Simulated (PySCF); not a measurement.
# Single-point calculation of SF3

System: SF3, multiplicity 2.
Method: UKS-based PBE0, S def2-TZVP, F def2-TZVP; non-relativistic Hamiltonian; density fitting (PySCF 2.14.0).

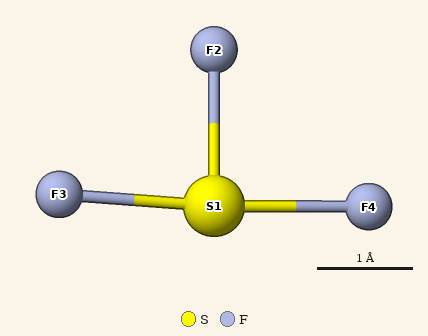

The input geometry (ball-and-stick view, seen at a tilt; atoms are numbered from 1 in the order of the input). Bond lengths as drawn: F–S 1.67 Å.

Key numbers:

```csv
quantity,value
outcome,converged
SCF energy,−697.368279 hartree
hardware,"4 threads of Arm Neoverse V2, 24 GiB of memory available, shared host"
wall time,8.5 s (CPU time 28 s)
peak memory,0.42 GiB
```

The input:
```python
from pyscf import gto, scf, dft
mol = gto.M(atom='''
S      0.000000     0.000000     0.000000
F      0.000000     0.000000     1.670000
F      1.669000     0.000000     0.058300
F     -1.669000     0.000000     0.058300''',
    basis={'S': 'def2-TZVP', 'F': 'def2-TZVP'},
    charge=0, spin=1)
mf = dft.UKS(mol, xc='PBE0')
mf.grids.atom_grid = (50, 194)
aux = {'S': 'def2-universal-JKFIT', 'F': 'def2-universal-JKFIT'}
mf = mf.density_fit(auxbasis=aux)
mf.conv_tol = 1e-08
mf.diis_space = 10
mf.max_cycle = 60
mf.init_guess = 'minao'
mf.verbose = 4
mf.kernel()
```

The script is an equivalent of the set-up of the self-consistent field. The run itself was carried out by a driver, which started from the orbitals of the step before it where there was one and computed the further properties.

Run as:
```bash
OMP_NUM_THREADS=4 python axn.py task.json out
```

What the program printed:
```
init E= -697.713468735732
  alpha nocc = 22  HOMO = -0.230943573955564  LUMO = -0.0866305231422828
  beta  nocc = 21  HOMO = -0.373547683698803  LUMO = -0.230943573955557
cycle= 1 E= -697.214647968927  delta_E= 0.499  |g|= 0.66  |ddm|= 1.41
  alpha nocc = 22  HOMO = -0.308471154461335  LUMO = -0.116141739448885
  beta  nocc = 21  HOMO = -0.321319284194876  LUMO = -0.222924486551634
  HOMO = -0.308471154461  LUMO = -0.222924486552  gap/eV = 2.32784
cycle= 2 E= -696.758741292938  delta_E= 0.456  |g|= 1.37  |ddm|= 1.04
  alpha nocc = 22  HOMO = -0.330885714152359  LUMO = -0.077109685760739
  beta  nocc = 21  HOMO = -0.381356008775456  LUMO = -0.198783088880589
  HOMO = -0.330885714152  LUMO = -0.198783088881  gap/eV = 3.59470
cycle= 3 E= -697.366210930141  delta_E= -0.607  |g|= 0.076  |ddm|= 0.658
  alpha nocc = 22  HOMO = -0.326015765400953  LUMO = -0.0737636316418602
  beta  nocc = 21  HOMO = -0.36894092748819  LUMO = -0.186134860759282
  HOMO = -0.326015765401  LUMO = -0.186134860759  gap/eV = 3.80635
cycle= 4 E= -697.366509476916  delta_E= -0.000299  |g|= 0.0748  |ddm|= 0.068
  alpha nocc = 22  HOMO = -0.328449167458828  LUMO = -0.0700707876435871
  beta  nocc = 21  HOMO = -0.373171765379212  LUMO = -0.184619983849196
  HOMO = -0.328449167459  LUMO = -0.184619983849  gap/eV = 3.91379
cycle= 5 E= -697.368201268284  delta_E= -0.00169  |g|= 0.0114  |ddm|= 0.0376
  alpha nocc = 22  HOMO = -0.330163844273429  LUMO = -0.071579121598603
  beta  nocc = 21  HOMO = -0.373594006211533  LUMO = -0.18461455632638
  HOMO = -0.330163844273  LUMO = -0.184614556326  gap/eV = 3.96060
cycle= 6 E= -697.368263611458  delta_E= -6.23e-05  |g|= 0.00282  |ddm|= 0.00992
  alpha nocc = 22  HOMO = -0.330165215096201  LUMO = -0.0710036049499223
  beta  nocc = 21  HOMO = -0.373458515353782  LUMO = -0.183623767074671
  HOMO = -0.330165215096  LUMO = -0.183623767075  gap/eV = 3.98760
cycle= 7 E= -697.368276188499  delta_E= -1.26e-05  |g|= 0.00124  |ddm|= 0.00709
  alpha nocc = 22  HOMO = -0.330505528064435  LUMO = -0.0712487928477401
  beta  nocc = 21  HOMO = -0.37364150682388  LUMO = -0.183704454909183
  HOMO = -0.330505528064  LUMO = -0.183704454909  gap/eV = 3.99466
cycle= 8 E= -697.368278379126  delta_E= -2.19e-06  |g|= 0.000309  |ddm|= 0.00346
  alpha nocc = 22  HOMO = -0.330463664144354  LUMO = -0.0711957915838539
  beta  nocc = 21  HOMO = -0.373593914153183  LUMO = -0.183608677963065
  HOMO = -0.330463664144  LUMO = -0.183608677963  gap/eV = 3.99613
cycle= 9 E= -697.368278569221  delta_E= -1.9e-07  |g|= 0.000129  |ddm|= 0.00115
  alpha nocc = 22  HOMO = -0.33046783743282  LUMO = -0.0711964086130834
  beta  nocc = 21  HOMO = -0.373619373529642  LUMO = -0.183614483504208
  HOMO = -0.330467837433  LUMO = -0.183614483504  gap/eV = 3.99608
cycle= 10 E= -697.368278584584  delta_E= -1.54e-08  |g|= 3.31e-05  |ddm|= 0.000282
  alpha nocc = 22  HOMO = -0.330465634404007  LUMO = -0.0711942790844589
  beta  nocc = 21  HOMO = -0.373619562346732  LUMO = -0.183614485853099
  HOMO = -0.330465634404  LUMO = -0.183614485853  gap/eV = 3.99602
cycle= 11 E= -697.36827858616  delta_E= -1.58e-09  |g|= 1.18e-05  |ddm|= 6.98e-05
  alpha nocc = 22  HOMO = -0.330466746849588  LUMO = -0.0711960390427748
  beta  nocc = 21  HOMO = -0.37361909388558  LUMO = -0.183615819142553
  HOMO = -0.33046674685  LUMO = -0.183615819143  gap/eV = 3.99602
```

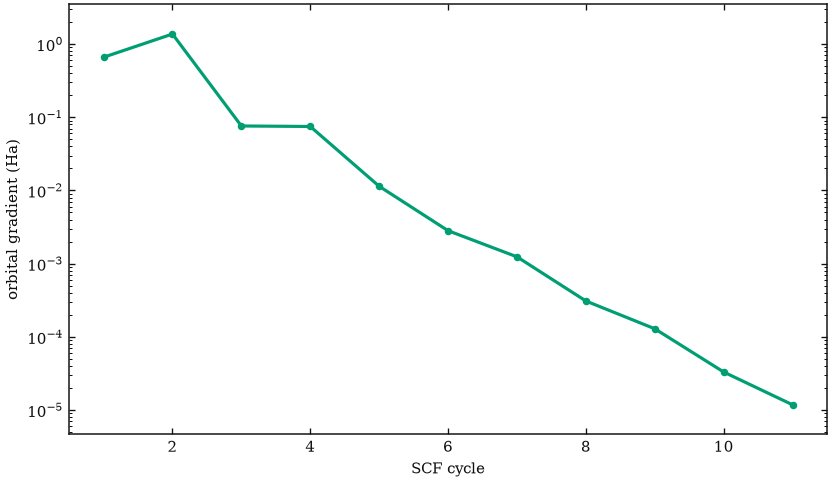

Convergence of the self-consistent field: orbital gradient against the SCF cycle. The residual comes down, with one marked jump up, by a factor of about 2, at step 2.

```
Extra cycle  E= -697.368278586239  delta_E= -7.96e-11  |g|= 1.45e-05  |ddm|= 1.64e-05
converged SCF energy = -697.368278586239  <S^2> = 0.75882499  2S+1 = 2.0088056
```
